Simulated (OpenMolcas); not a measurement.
## Single-point calculation of AlHCl2 (part 1 of 2)

- system: AlHCl2
- method: HF/STO-3G, UHF (OpenMolcas 26.06)

A bond length was changed on purpose from its optimised value.

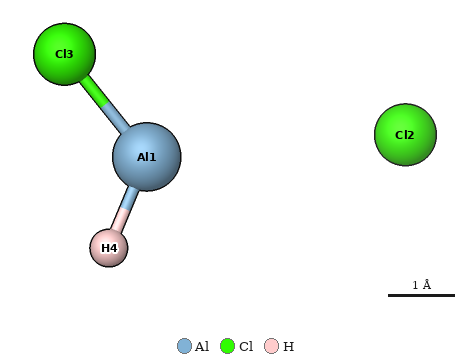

**Figure 1.** The structure (ball-and-stick view, seen at a tilt; atoms are numbered from 1 in the order of the input). Sticks mark near contacts.

Input file:
```
&gateway
 baslib=$CurrDir
 coord
 4
 angstrom
 Al      -2.067301       0.021278      -0.015120
 Cl       1.971850      -0.182600       0.014280
 Cl      -3.115231       1.751828      -0.030530
 H       -2.847961      -1.284692      -0.012720
 basis=STO-3G
 group=NoSym

&seward

&scf
 uhf
 thresholds=1e-10 1e-07 1e-07 1e-05
 scramble=0.25
 prorbitals=1 1
```

Machine: 1 thread of Arm Neoverse V1, 24 GiB of memory available, shared host.

Launch command:
```bash
export MOLCAS_MEM=1860
pymolcas run.inp > run.log
```

What the program printed:
```
--- Start Module: gateway ---

                                              &GATEWAY

                       available to each process: 1.9 GB of memory, 1 thread

 Basis Set     1 Label: AL.STO-3G
 Basis set is read from library:.
 basistype.tbl is not found

 Basis Set     2 Label: CL.STO-3G
 Basis set is read from library:.
 basistype.tbl is not found

 Basis Set     3 Label: H.STO-3G
 Basis set is read from library:.
 basistype.tbl is not found

++    Symmetry information:
      ---------------------

                    Character Table for C1

                             E
                    a        1  x, y, xy, Rz, z, xz, Ry, yz, Rx, I
--

++    Basis set information:
      ----------------------

      Basis set label: AL.STO-3G.........

      Electronic valence basis set:
      ------------------
      Associated Effective Charge  13.000000 au
      Associated Actual Charge     13.000000 au
      Nuclear Model: Point charge

      Shell  nPrim  nBasis  Cartesian Spherical Contaminant
         s       9       3        X
         p       6       2        X

      Basis set label: CL.STO-3G.........

      Electronic valence basis set:
      ------------------
      Associated Effective Charge  17.000000 au
      Associated Actual Charge     17.000000 au
      Nuclear Model: Point charge

      Shell  nPrim  nBasis  Cartesian Spherical Contaminant
         s       9       3        X
         p       6       2        X

      Basis set label: H.STO-3G.........

      Electronic valence basis set:
      ------------------
      Associated Effective Charge   1.000000 au
      Associated Actual Charge      1.000000 au
      Nuclear Model: Point charge

      Shell  nPrim  nBasis  Cartesian Spherical Contaminant
         s       3       1        X
--

++    Molecular structure info:
      -------------------------

                    ************************************************
                    **** Cartesian Coordinates / bohr, angstrom ****
                    ************************************************

     Center  Label                x              y              z                     x              y              z
        1      AL1             -3.906633       0.040210      -0.028573             -2.067301       0.021278      -0.015120
        2      CL2              3.726256      -0.345064       0.026985              1.971850      -0.182600       0.014280
        3      CL3             -5.886933       3.310475      -0.057693             -3.115231       1.751828      -0.030530
        4      H4              -5.381866      -2.427716      -0.024037             -2.847961      -1.284692      -0.012720

                    ***************************************
                    *    InterNuclear Distances / bohr    *
                    ***************************************

               1 AL1           2 CL2           3 CL3           4 H4
    1 AL1      0.000000
    2 CL2      7.642808        0.000000
    3 CL3      3.823228       10.285113        0.000000
    4 H4       2.875238        9.343337        5.760474        0.000000

                    *******************************************
                    *    InterNuclear Distances / angstrom    *
                    *******************************************

               1 AL1           2 CL2           3 CL3           4 H4
    1 AL1      0.000000
    2 CL2      4.044400        0.000000
    3 CL3      2.023165        5.442648        0.000000
    4 H4       1.521510        4.944281        3.048312        0.000000
--

            Nuclear Potential Energy            124.11147638 au

--- Stop Module: gateway /rc=_RC_ALL_IS_WELL_ ---

--- Start Module: seward ---

                                              &SEWARD

                       available to each process: 1.9 GB of memory, 1 thread

               SEWARD will generate:
                  Multipole Moment integrals up to order  2
                  Kinetic Energy integrals
                  Nuclear Attraction integrals (point charge)
                  One-Electron Hamiltonian integrals
                  Velocity integrals
                  Orbital angular momentum around ( -1.9033   1.0450  -0.0191 )
                  Velocity quadrupole around ( -1.9033   1.0450  -0.0191 )
                  Two-Electron Repulsion integrals

                   Integrals are discarded if absolute value <: 1.00E-14
                   Integral cutoff threshold is set to       <: 1.00E-16

            Nuclear Potential Energy            124.11147638 au

      Basis set specifications :
      Symmetry species         a
      Basis functions           28

--- Stop Module: seward /rc=_RC_ALL_IS_WELL_ ---

--- Start Module: scf ---

                                                &SCF

                       available to each process: 1.9 GB of memory, 1 thread

++    Input section:
      --------------

      Header of the integral files:

      Cartesian coordinates in angstrom:
      -----------------------------------------------------
      No.  Label        X            Y            Z
      -----------------------------------------------------
       1   AL1       -2.06730100   0.02127800  -0.01512000
       2   CL2        1.97185000  -0.18260000   0.01428000
       3   CL3       -3.11523100   1.75182800  -0.03053000
       4   H4        -2.84796100  -1.28469200  -0.01272000
      -----------------------------------------------------
      Nuclear repulsion energy =  124.11147638
--

++    Orbital specifications:
      -----------------------

      Symmetry species               1
                                     a
      Frozen orbitals                0
      Occupied orbitals alpha       24
      Occupied orbitals beta        24
      Secondary orbitals alpha       4
      Secondary orbitals beta        4
      Deleted orbitals               0
      Total number of orbitals      28
      Number of basis functions     28
--

      Molecular charge                           0.000

++    Optimization specifications:
      ----------------------------

      SCF Algorithm: Conventional USCF
      D(i)-D(i-1) density differences are used
      Number of density matrices in core                 5
      Maximum number of NDDO SCF iterations            400
      Maximum number of HF SCF iterations              400
      Threshold for SCF energy change             1.00E-10
      Threshold for density matrix                1.00E-07
      Threshold for Fock matrix                   1.00E-07
      Threshold for linear dependence             1.00E-09
      Threshold at which DIIS is turned on        1.50E-01
      Maximum depth in the DIIS procedure                5
      Maximum depth in the BFGS Hessian update          30
      Threshold at which QNR/C2DIIS is turned on  7.50E-02
      Threshold for Norm(delta) (QNR/C2DIIS)      1.00E-05
      All orbitals punched on: UHFORB
--

      Input vectors read from INPORB
      Orbital file label: *Guess orbitals
      Start orbitals are scrambled in order to introduce symmetry breaking

++ Convergence information
                               UHF SCF        iterations: Energy and convergence statistics

Iter     Tot. SCF        One-elec.       Two-elec.     Energy      Max Dij or  Max Fij      DNorm      TNorm      AccCon     Time
         Energy          Energy          Energy        Change      Delta Norm                                                in Sec.

 The total and one-electron energies are shifted by a value of      1000. a.u.
```
